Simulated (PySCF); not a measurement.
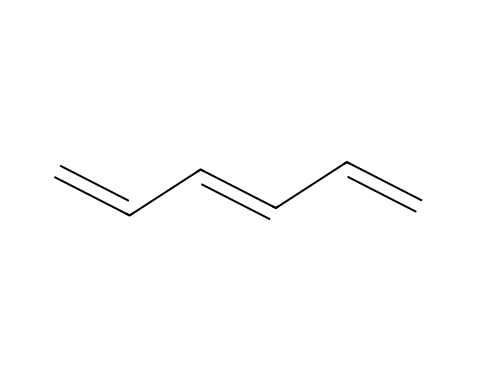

Skeletal drawing of a molecule.

Question: Write the SMILES.

Answer: C=C/C=C/C=C

Question: Give the formula, hydrogens included.

Answer: C6H8.

Question: An optimisation with GFN2-xTB gave a structure of which point group?

Answer: C2h. Other conformers may differ.

The parts below concern this one geometry. Atoms keep their numbers from picture to picture. Computed geometry: GFN2-xTB optimisation. No frequency run is at hand to confirm it as a minimum.

**Shape**

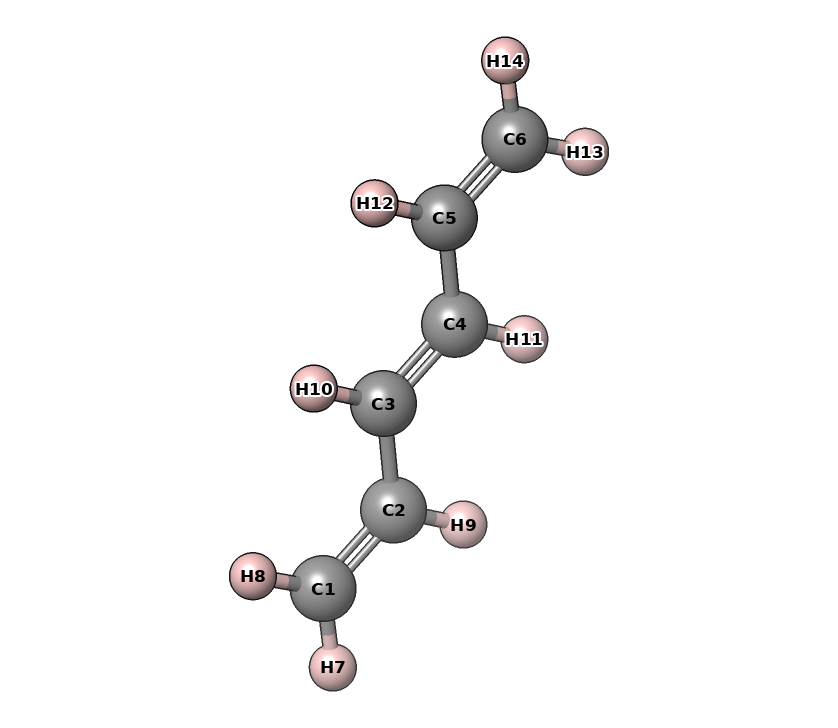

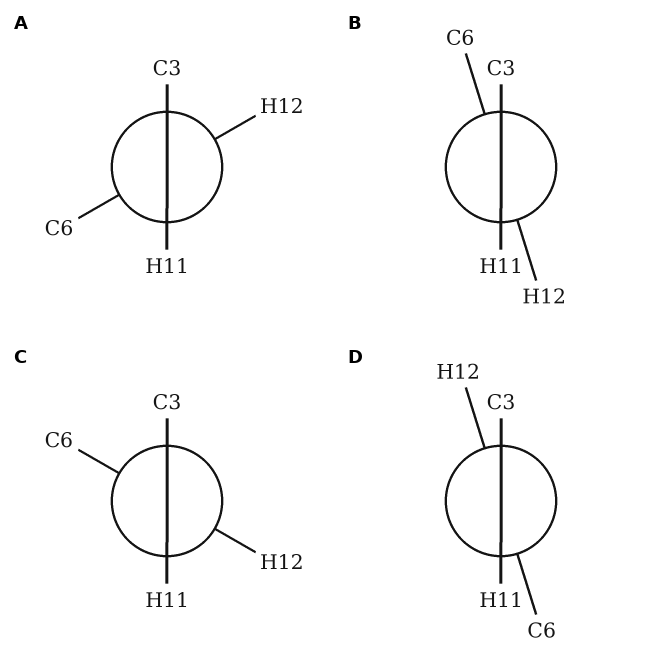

Distant atoms are faded towards the background colour. Bonds that would overlap in a projection are set slightly apart. No frequency run is at hand to confirm it as a minimum.

Question: Which Newman projection shows the view along C4–C5, with C4 in front?

Answer: D. The torsion angle C3–C4–C5–C6 is 180°, antiperiplanar (anti).

**Electronic properties**

No frequency run is at hand to confirm it as a minimum. Method: PBE0/pcSseg-1, gas phase (PySCF 2.14.0).

Question: What is the LUMO energy (Kohn–Sham orbital)?

Answer: −1.39 eV.

Question: Estimate the HOMO energy (Kohn–Sham orbital).

Answer: −6.26 eV.

**Charges**

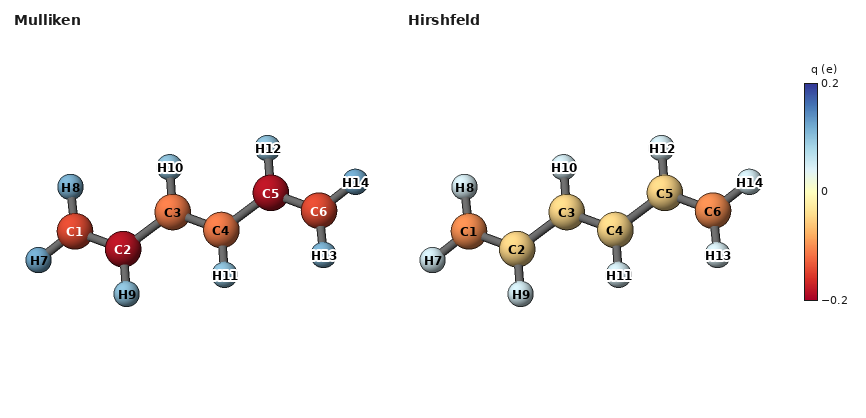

Atomic charges of one calculation by 2 schemes, on one colour scale. No frequency run is at hand to confirm it as a minimum. Level of theory: PBE0/pcSseg-1 (PySCF 2.14.0).

Question: Which scheme gives the most polar picture (largest mean size of the charges)?

Answer: The Mulliken charges are the largest in size here.

Question: On which atom do the schemes disagree most?

Answer: On C2 (from −0.18 to −0.05 e); C5 (from −0.18 to −0.05 e).

List the charges (e), one line for each set of equivalent atoms.

| atom | Mulliken | Hirshfeld |
| --- | --- | --- |
| C1, C6 | −0.14 | −0.10 |
| C2, C5 | −0.18 | −0.05 |
| C3, C4 | −0.11 | −0.04 |
| H7, H14 | 0.12 | 0.05 |
| H8, H13 | 0.11 | 0.05 |
| H9, H12 | 0.10 | 0.05 |
| H10, H11 | 0.10 | 0.05 |

**NMR shielding**

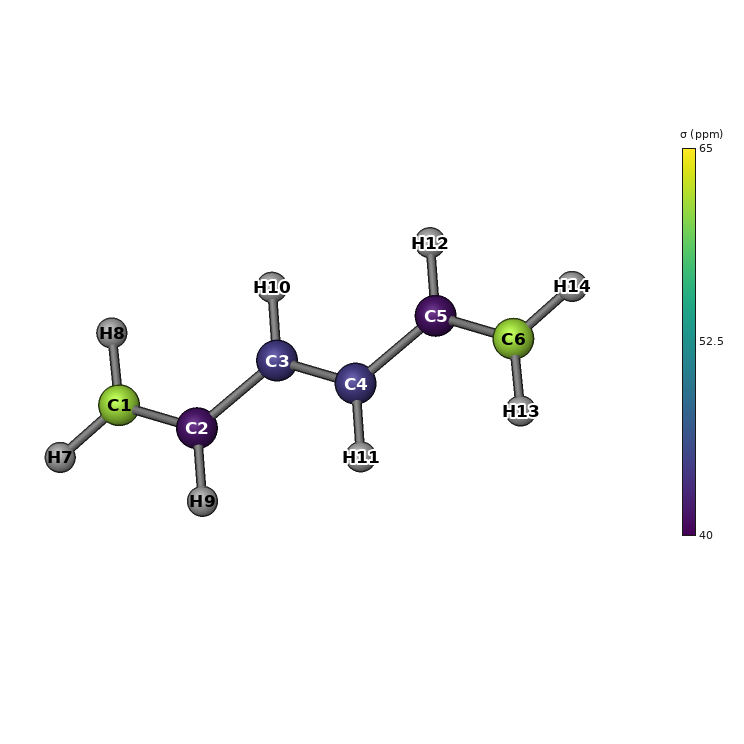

Atoms are coloured by their isotropic NMR shieldings (C only, the others grey). No frequency run is at hand to confirm it as a minimum. Method: GIAO PBE0/pcSseg-1 NMR shielding, non-relativistic, gas phase (PySCF 2.14.0).

Give the isotropic NMR shieldings of the C atoms atom by atom.

```json
{"atom": "C1", "σ (ppm)": "61.3"}
{"atom": "C2", "σ (ppm)": "41.3"}
{"atom": "C3", "σ (ppm)": "44.3"}
{"atom": "C4", "σ (ppm)": "44.3"}
{"atom": "C5", "σ (ppm)": "41.2"}
{"atom": "C6", "σ (ppm)": "61.3"}
```

**Bond orders**

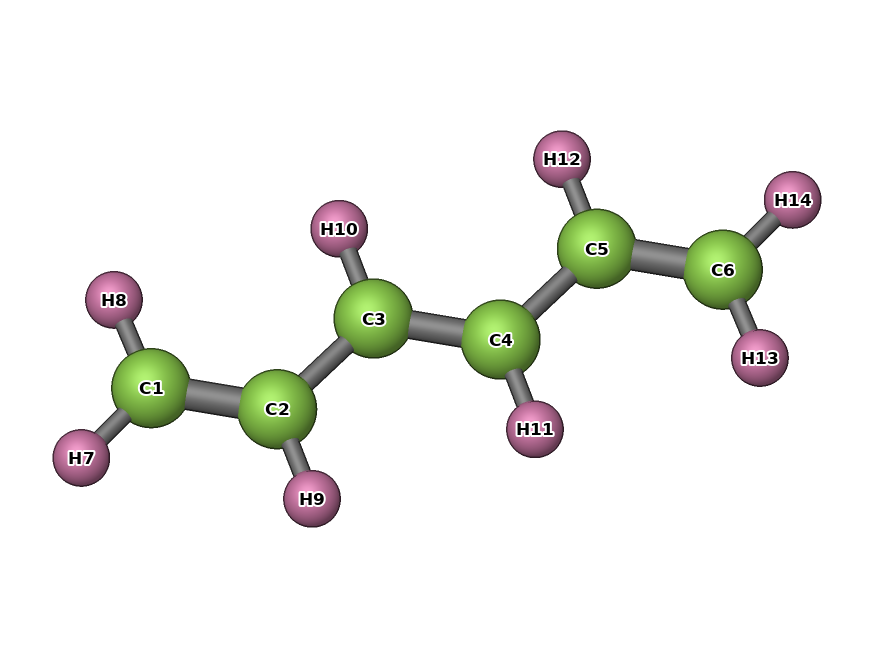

The thickness of each stick grows with its Mayer bond order. No frequency run is at hand to confirm it as a minimum. Method: PBE0/pcSseg-1 (PySCF 2.14.0).

Question: Which bond has the highest Mayer bond order?

Answer: C1–C2 and C5–C6, 1.88, at a length of 1.332 Å.

List the Mayer bond orders of C3–C4, C2–C3, C3–H10, C1–C2, C2–H9, C1–H8, C1–H7 (one bond of each equivalent set).

```json
{"bond": "C3–C4", "Mayer order": "1.69", "length (Å)": "1.343"}
{"bond": "C2–C3", "Mayer order": "1.11", "length (Å)": "1.439"}
{"bond": "C3–H10", "Mayer order": "0.97", "length (Å)": "1.083"}
{"bond": "C1–C2", "Mayer order": "1.88", "length (Å)": "1.332"}
{"bond": "C2–H9", "Mayer order": "0.97", "length (Å)": "1.083"}
{"bond": "C1–H8", "Mayer order": "0.96", "length (Å)": "1.078"}
{"bond": "C1–H7", "Mayer order": "0.95", "length (Å)": "1.076"}
```

Mulliken values depend strongly on the basis set and can even reverse the polarity of a bond.
